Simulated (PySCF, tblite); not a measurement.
# Al₁₃N₁₃H₁₂: electronic excitations, NMR shifts

Wanted: electronic excitations, NMR shifts for Al₁₃N₁₃H₁₂.

Programs: tblite 0.8.0 and PySCF 2.14.0, with routines of our own; each step states its level. All values are computed. Atoms count from 0.

## 1. The system as given

38 atoms, charge 0, multiplicity 1; geometry from: force field, distance geometry or constructed start.

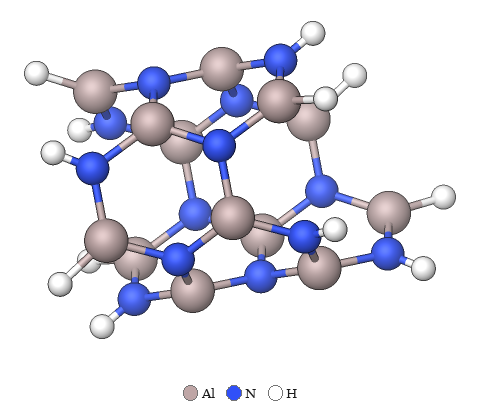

The starting geometry (aluminium light grey, nitrogen blue, hydrogen white); sticks join atoms by distance alone.

## 2. Optimising the geometry with GFN2-xTB

What the job is given:

```
{"job": {"kind": "relax", "xc": "GFN2-xTB", "basis": "xTB"}, "charge": 0, "multiplicity": 1}
Al     2.465700    -0.039800    -3.618400
N      1.853300     1.625100    -3.623700
Al     1.174500     2.196800    -2.054000
N     -0.571600     2.510400    -2.061200
N     -2.550700     0.844300    -0.489800
Al    -2.708800    -0.038500    -2.057600
N     -2.101100    -1.696700    -2.058300
N      0.329600    -2.579200    -0.491700
Al     1.172000    -2.277200    -2.055400
N      2.302300    -0.922300    -2.053400
Al     2.458700    -0.039200    -0.495300
N      1.854000     1.620500    -0.493200
Al     1.165900     2.199800     1.073600
N     -0.568700     2.505400     1.065900
Al    -1.416100     2.204200    -0.493000
N     -2.551600     0.846100     2.636700
Al    -2.705100    -0.036100     1.069500
N     -2.102300    -1.701800     1.067600
Al    -1.414500    -2.273300    -0.490700
N      0.329000    -2.581000     2.633100
Al     1.167000    -2.271300     1.070100
N      2.304200    -0.920000     1.068400
Al     2.464200    -0.033400     2.637000
N      1.852300     1.618200     2.628900
Al    -1.413400     2.201700     2.631300
Al    -1.420000    -2.276000     2.632900
H      3.080300    -0.684300    -4.869700
H      1.894500     2.227200    -4.461200
H     -1.074200     2.841900    -2.902600
H     -3.323200     0.611100    -3.303800
H     -2.136100    -2.302000    -2.901700
H      0.915000    -3.134000    -3.307000
H     -3.093200     0.577000     3.474100
H      0.832300    -2.918700     3.479700
H      3.080800    -0.684800     3.879300
H      1.895600     2.228800     3.473100
H     -1.162400     3.059500     3.878500
H     -2.284200    -2.484100     3.880000
```

Run with:

```console
> OMP_NUM_THREADS=2 python large_run.py task.json out
```

The driver reads the jobs from task.json and runs them one after another.

Output:

```text
step      E/eV     max force
  0   -1601.96480    1.883
  1   -1602.35122    1.123
  2   -1602.61548    0.822
  3   -1602.92617    0.832
  4   -1603.06012    0.630
  5   -1603.11987    0.299
  6   -1603.13953    0.183
  7   -1603.14832    0.181
  8   -1603.16683    0.255
  9   -1603.18581    0.355
 10   -1603.20558    0.323
 11   -1603.22209    0.272
 12   -1603.23871    0.191
 13   -1603.25220    0.169
 14   -1603.26360    0.198
 15   -1603.27807    0.213
 16   -1603.30273    0.294
 17   -1603.34539    0.431
 18   -1603.40383    0.539
 19   -1603.46533    0.448
 20   -1603.53480    0.620
 21   -1603.62589    0.737
 22   -1603.77200    0.909
 23   -1603.93356    1.153
 24   -1603.85854    1.523
 25   -1604.28052    1.534
 26   -1604.51147    0.674
 27   -1604.65769    0.512
 28   -1604.78251    0.451
 29   -1604.84630    0.415
 30   -1604.91762    0.401
 31   -1604.97659    0.389
 32   -1605.02492    0.421
 33   -1605.08814    0.482
 34   -1605.14742    0.415
 35   -1605.20246    0.379
 36   -1605.23497    0.354
 37   -1605.26069    0.318
 38   -1605.28457    0.273
 39   -1605.30491    0.303
 40   -1605.32097    0.219
 41   -1605.33230    0.221
 42   -1605.34019    0.160
 43   -1605.34659    0.160
 44   -1605.35236    0.156
 45   -1605.35807    0.140
 46   -1605.36391    0.187
 47   -1605.36928    0.162
 48   -1605.37380    0.135
 49   -1605.37777    0.111
 50   -1605.38169    0.138
 51   -1605.38579    0.185
 52   -1605.38990    0.161
 53   -1605.39352    0.120
 54   -1605.39646    0.107
 55   -1605.39906    0.096
 56   -1605.40184    0.103
 57   -1605.40518    0.100
 58   -1605.40902    0.117
 59   -1605.41273    0.114
 60   -1605.41590    0.103
 61   -1605.41886    0.109
 62   -1605.42222    0.121
 63   -1605.42633    0.143
 64   -1605.43114    0.191
 65   -1605.43617    0.170
 66   -1605.44116    0.143
 67   -1605.44628    0.141
 68   -1605.45167    0.174
 69   -1605.45729    0.210
 70   -1605.46316    0.180
 71   -1605.46922    0.142
 72   -1605.47546    0.170
 73   -1605.48232    0.240
 74   -1605.49007    0.262
 75   -1605.49749    0.186
 76   -1605.50298    0.132
 77   -1605.50612    0.126
 78   -1605.50911    0.095
 79   -1605.51146    0.066
 80   -1605.51416    0.079
 81   -1605.51625    0.095
 82   -1605.51881    0.112
 83   -1605.52103    0.099
 84   -1605.52307    0.080
 85   -1605.52466    0.071
 86   -1605.52610    0.060
 87   -1605.52755    0.071
 88   -1605.52906    0.076
 89   -1605.53050    0.079
 90   -1605.53174    0.081
 91   -1605.53290    0.070
 92   -1605.53419    0.061
 93   -1605.53572    0.078
 94   -1605.53727    0.074
 95   -1605.53860    0.066
 96   -1605.53970    0.055
 97   -1605.54077    0.054
 98   -1605.54189    0.057
 99   -1605.54296    0.055
100   -1605.54387    0.053
101   -1605.54468    0.048
102   -1605.54548    0.058
103   -1605.54630    0.049
104   -1605.54708    0.045
105   -1605.54780    0.058
106   -1605.54850    0.059
107   -1605.54925    0.056
108   -1605.55007    0.073
109   -1605.55093    0.068
110   -1605.55176    0.057
111   -1605.55259    0.063
112   -1605.55349    0.065
113   -1605.55451    0.068
114   -1605.55553    0.057
115   -1605.55636    0.060
116   -1605.55702    0.047
117   -1605.55764    0.049
118   -1605.55829    0.066
119   -1605.55894    0.069
120   -1605.55951    0.057
121   -1605.56002    0.043
122   -1605.56054    0.042
123   -1605.56105    0.040
124   -1605.56145    0.038
125   -1605.56171    0.028
126   -1605.56189    0.025
127   -1605.56207    0.030
128   -1605.56226    0.027
129   -1605.56248    0.024
130   -1605.56270    0.025
131   -1605.56293    0.030
132   -1605.56318    0.039
133   -1605.56345    0.036
134   -1605.56371    0.029
135   -1605.56393    0.025
136   -1605.56413    0.035
137   -1605.56433    0.037
138   -1605.56454    0.029
139   -1605.56471    0.030
140   -1605.56483    0.021
141   -1605.56493    0.019
```

Run time: 10 s. Hardware: 2 threads of Arm Neoverse V1, shared host; peak memory 0.16 GiB.

The steps of the relaxation:

```
step  energy from step 0 (eV)  largest force (eV/Å)
   0                   0.0000                1.8834
   1                  -0.3864                1.1230
   2                  -0.6507                0.8214
   3                  -0.9614                0.8315
   4                  -1.0953                0.6303
   5                  -1.1551                0.2985
   6                  -1.1747                0.1826
   7                  -1.1835                0.1814
   8                  -1.2020                0.2552
  19                  -1.5005                0.4483
  31                  -3.0118                0.3889
  43                  -3.3818                0.1599
  54                  -3.4317                0.1072
  66                  -3.4764                0.1427
  78                  -3.5443                0.0955
  90                  -3.5669                0.0818
 101                  -3.5799                0.0477
 113                  -3.5897                0.0685
 125                  -3.5969                0.0285
 137                  -3.5995                0.0371
 138                  -3.5997                0.0297
 139                  -3.5999                0.0306
 140                  -3.6000                0.0206
 141                  -3.6001                0.0194
```

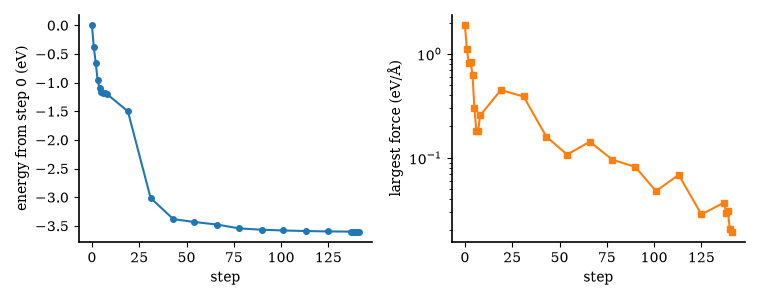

Energy and force, step by step.

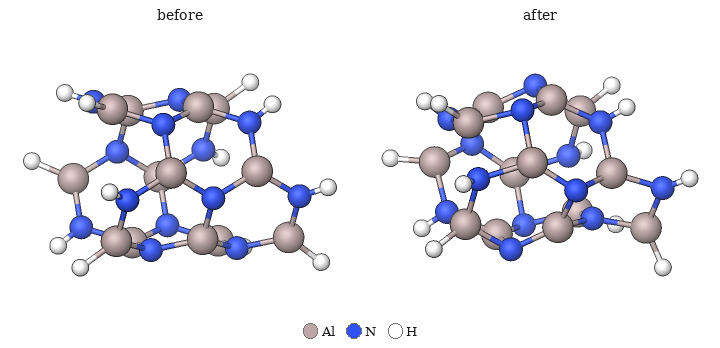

The geometry before (left) and after (right).

Distances of close pairs at the start and the end, largest changes first:

```
    bond  before (Å)  after (Å)  change (Å)
  N6–Al8       3.324      2.000      -1.324
N19–Al22       3.324      2.001      -1.323
  N3–Al5       3.326      2.012      -1.314
N23–Al24       3.317      2.004      -1.313
N15–Al25       3.321      2.016      -1.305
  Al2–N9       3.317      2.097      -1.220
Al8–Al18       3.023      2.580      -0.443
Al5–Al14       3.025      2.590      -0.435
```

The next job starts from the end point, and lists it.

## 3. Vibrational analysis with GFN2-xTB

What the job is given:

```
{"job": {"kind": "ir", "xc": "GFN2-xTB", "basis": "xTB"}, "charge": 0, "multiplicity": 1}
Al     2.227977    -0.252264    -3.714830
N      1.718949     1.478846    -3.883013
Al     1.123580     1.549941    -2.145554
N     -0.745257     1.811501    -2.064830
N     -2.819224     0.887254    -0.450231
Al    -2.106887     0.330664    -2.108154
N     -1.408724    -1.419069    -2.075600
N      0.399608    -2.894657    -0.523232
Al     0.536949    -1.879125    -2.121320
N      1.678476    -0.462956    -1.953764
Al     2.365549     0.142415    -0.360848
N      2.018298     1.949126    -0.526794
Al     1.036720     2.213627     0.936387
N     -0.692072     2.793626     1.088156
Al    -1.479108     2.126359    -0.350799
N     -1.917070     0.324106     2.695119
Al    -2.617482    -0.133280     0.984452
N     -2.280134    -1.927943     1.069452
Al    -1.320414    -2.285200    -0.377802
N      0.454626    -1.832621     2.620564
Al     1.207754    -2.133302     0.874949
N      2.557598    -0.907895     1.056383
Al     1.836603    -0.388938     2.711582
N      1.124955     1.363701     2.645868
Al    -0.815251     1.859592     2.728177
Al    -1.412022    -1.627542     2.723309
H      3.283716    -1.124089    -4.371218
H      1.777610     2.159746    -4.631016
H     -0.959864     2.394179    -2.878976
H     -2.969752     0.529475    -3.376604
H     -1.877135    -1.861733    -2.872440
H      0.756232    -2.394127    -3.620368
H     -2.546366     0.471897     3.489913
H      0.676576    -2.490767     3.373462
H      2.681747    -0.572756     3.988710
H      1.589985     1.827566     3.432231
H     -1.088232     2.684964     4.002371
H     -2.004415    -2.286428     3.984287
```

Output:

```text
mode    cm-1     km/mol
  1      46.3      8.75
  2      68.0      3.56
  3      80.5      0.24
  4      85.6      0.34
  5      89.5      0.46
  6     104.8      9.21
  7     107.2      4.46
  8     121.6      4.98
  9     124.1      7.83
 10     133.1      4.15
 11     134.6      3.83
 12     138.8      2.17
 13     141.9      3.02
 14     144.2      0.99
 15     146.3      1.90
 16     148.5      3.40
 17     153.3      4.12
 18     162.3      2.32
 19     179.5      1.37
 20     199.4      2.10
 21     208.9     14.03
 22     211.4      8.92
 23     214.2     21.43
 24     219.0     25.74
 25     224.3     20.17
 26     260.9     17.67
 27     271.3      5.39
 28     275.9      8.57
 29     290.4     11.28
 30     293.6      1.76
 31     303.0     21.68
 32     314.1     73.09
 33     318.9     29.42
 34     326.6     11.55
 35     334.5      7.57
 36     338.8     30.21
 37     348.3      6.96
 38     356.5     50.71
 39     364.7     27.42
 40     376.2     22.58
 41     402.4     17.95
 42     405.1      2.68
 43     412.3     18.86
 44     413.9     33.36
 45     425.5     20.36
 46     438.5      9.09
 47     451.5      8.83
 48     460.0     74.90
 49     468.8    108.65
 50     473.1     25.80
 51     482.3     54.83
 52     495.3    118.28
 53     498.5     14.31
 54     504.4     55.61
 55     511.1    134.14
 56     513.7     50.99
 57     519.9    194.88
 58     531.0     60.70
 59     546.6     22.62
 60     547.8     95.73
 61     553.0     68.21
 62     559.7     79.86
 63     560.6     53.08
 64     570.8      8.99
 65     579.1     13.65
 66     587.0      3.57
 67     589.5      3.38
 68     603.1     16.40
 69     608.0      3.87
 70     614.3     20.29
 71     622.2    104.54
 72     631.7     15.94
 73     635.2     71.55
 74     639.7     51.72
 75     646.3    126.92
 76     649.0     67.94
 77     663.9    159.58
 78     667.4     28.91
 79     672.5     76.89
 80     683.1    208.91
 81     686.7    218.73
 82     694.9    375.04
 83     697.0    444.59
 84     703.2    353.27
 85     708.7      1.43
 86     728.2    298.29
 87     744.7    411.40
 88     775.0    227.72
 89     782.4     56.73
 90     811.4    227.84
 91     863.4    300.58
 92     876.1    226.78
 93     892.6     72.53
 94     897.3    510.87
 95     899.8    306.89
 96     903.6    300.94
 97    1532.6    361.41
 98    1771.6    436.79
 99    1793.4    212.67
100    1795.7    363.33
101    1802.1    656.47
102    1908.5    453.66
103    3197.3     11.98
104    3204.6     11.26
105    3206.3     10.80
106    3207.1     11.90
107    3214.2     14.57
108    3376.9      0.81
```

It took 14 s on 2 threads of Arm Neoverse V1, shared host; peak memory 0.16 GiB.

Which atoms move in the most intense modes:

```
cm⁻¹  km/mol                          atoms
 695   375.0                       N23 25 %
 697   444.6                       N19 14 %
 745   411.4              N9 34 %, Al8 12 %
 897   510.9  N17 39 %, Al18 23 %, N21 14 %
1772   436.8                       H29 96 %
1796   363.3   H34 50 %, H36 32 %, H37 15 %
1802   656.5                       H37 81 %
1908   453.7                       H26 96 %
```

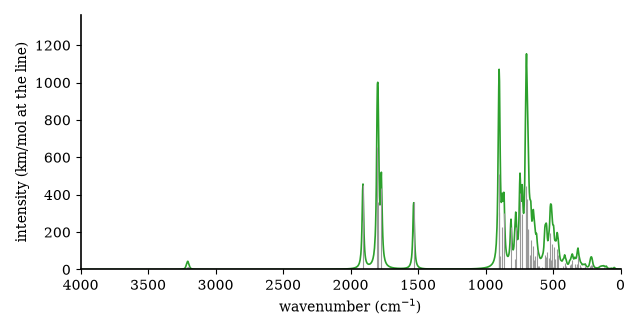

The infrared spectrum from these modes, unscaled. Lines are broadened to a width of 14 cm⁻¹ (Lorentzian).

## 4. Electronic excitations: TDA B3LYP/def2-SVP

Settings changed since step 3:

```diff
@@ -1,2 +1,2 @@
-{"job": {"kind": "ir", "xc": "GFN2-xTB", "basis": "xTB"}, "charge": 0, "multiplicity": 1}
+{"job": {"kind": "uv", "basis": "def2-SVP", "grid": 1, "kgrid": 0, "vcut": 1.5, "nstates": 8, "ntriplets": 3, "tda": true, "delta": ["ip_vertical", "ea_vertical", "triplet_vertical"], "pop": true, "xc": "B3LYP"}, "charge": 0, "multiplicity": 1}
 Al     2.227977    -0.252264    -3.714830
```

Level: TDA B3LYP/def2-SVP, vertical, gas phase, core orbitals frozen in the response, virtual orbitals cut by energy.

Output:

```text
start: PBE on a coarse grid of 39479 points
cycle   1  E = -3865.9889835343  dE =  4.015e+00  |g| = 2.132e+00  |ddm| = 8.028e+00
cycle   2  E = -3861.0944807590  dE =  4.895e+00  |g| = 4.583e+00  |ddm| = 1.844e+01
cycle   3  E = -3866.9394394337  dE = -5.845e+00  |g| = 7.151e-01  |ddm| = 1.650e+01
cycle   4  E = -3867.0387980281  dE = -9.936e-02  |g| = 4.113e-01  |ddm| = 1.397e+00
cycle   5  E = -3867.0729697345  dE = -3.417e-02  |g| = 1.330e-01  |ddm| = 6.369e-01
cycle   6  E = -3867.0775410512  dE = -4.571e-03  |g| = 6.062e-02  |ddm| = 3.294e-01
cycle   7  E = -3867.0783658441  dE = -8.248e-04  |g| = 1.927e-02  |ddm| = 1.038e-01
cycle   8  E = -3867.0784469797  dE = -8.114e-05  |g| = 8.407e-03  |ddm| = 3.852e-02
final grid: 161156 points
cycle   9  E = -3870.5363712795  dE = -5.761e-03  |g| = 1.920e-01  |ddm| = 8.045e-01
cycle  10  E = -3870.5158038491  dE =  2.057e-02  |g| = 3.512e-01  |ddm| = 1.001e+00
cycle  11  E = -3870.5445581828  dE = -2.875e-02  |g| = 4.259e-02  |ddm| = 6.659e-01
cycle  12  E = -3870.5449680962  dE = -4.099e-04  |g| = 7.453e-03  |ddm| = 5.590e-02
cycle  13  E = -3870.5449749554  dE = -6.859e-06  |g| = 3.381e-03  |ddm| = 1.510e-02
cycle  14  E = -3870.5449823636  dE = -7.408e-06  |g| = 1.040e-03  |ddm| = 5.833e-03
cycle  15  E = -3870.5449814537  dE =  9.099e-07  |g| = 4.601e-04  |ddm| = 1.995e-03
cycle  16  E = -3870.5449788780  dE =  2.576e-06  |g| = 1.422e-04  |ddm| = 8.236e-04
cycle  17  E = -3870.5449813528  dE = -2.475e-06  |g| = 4.895e-05  |ddm| = 2.266e-04
converged SCF energy = -3870.5449813528
Vertical electron affinity (delta-SCF) = 0.9690 eV   <S^2> = 0.752

Static polarisability (au): isotropic 312.719, principal 293.384 296.137 348.635

Singlet excitations
state   eV       nm        f      main configurations
  1   4.0343    307.3   0.00414   H->L 0.98
  2   4.2224    293.6   0.00614   H-1->L 0.92
  3   4.3106    287.6   0.00584   H-2->L 0.88
  4   4.3141    287.4   0.00191   H-3->L 0.87
  5   4.5550    272.2   0.06429   H-4->L 0.94
  6   4.6182    268.5   0.04872   H-5->L 0.82, H-6->L 0.10
  7   4.7159    262.9   0.02170   H-6->L 0.66, H-5->L 0.12, H-8->L 0.11
  8   4.8111    257.7   0.01274   H-7->L 0.73, H-6->L 0.13

Triplet excitations (Tamm-Dancoff, eV): 3.8051 3.9470 3.9634
```

Run time: 9.5 min. Hardware: 2 threads of Arm Neoverse V1, shared host; peak memory 1.6 GiB.

Warnings kept with the result: ip_vertical: open-shell SCF did not converge; triplet_vertical: open-shell SCF did not converge.

Frontier orbitals and where they lie:

```
orbital     eV                            atoms
 HOMO−4  -7.45       H29 12 %, H34 8 %, N11 8 %
 HOMO−3  -7.21      N11 21 %, N17 15 %, N21 8 %
 HOMO−2  -7.20       N21 26 %, N7 22 %, H34 6 %
 HOMO−1  -7.11      N4 24 %, N13 19 %, N17 12 %
   HOMO  -6.84       N1 70 %, Al0 10 %, Al2 6 %
   LUMO  -2.19     Al12 9 %, Al20 8 %, Al14 8 %
 LUMO+1  -1.26  Al18 16 %, Al12 11 %, Al14 11 %
 LUMO+2  -1.09   Al18 21 %, Al12 16 %, Al14 7 %
 LUMO+3  -0.97  Al16 18 %, Al14 15 %, Al20 15 %
```

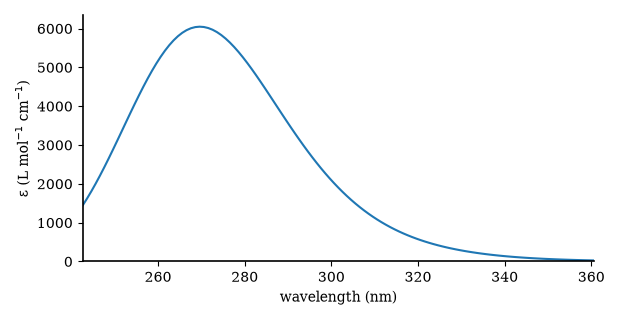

Absorption spectrum: each of the 8 states is a Gaussian band of 0.4 eV half-width at 1/e. Beyond the last state computed it falls off for lack of states.

Ground-state properties from the same run:

```
           property  computed
  dipole moment (D)      1.83
polarisability (Å³)     46.34
 HOMO–LUMO gap (eV)      4.65
      −ε(HOMO) (eV)      6.84
```

(Part 1 of 2 ends here.)
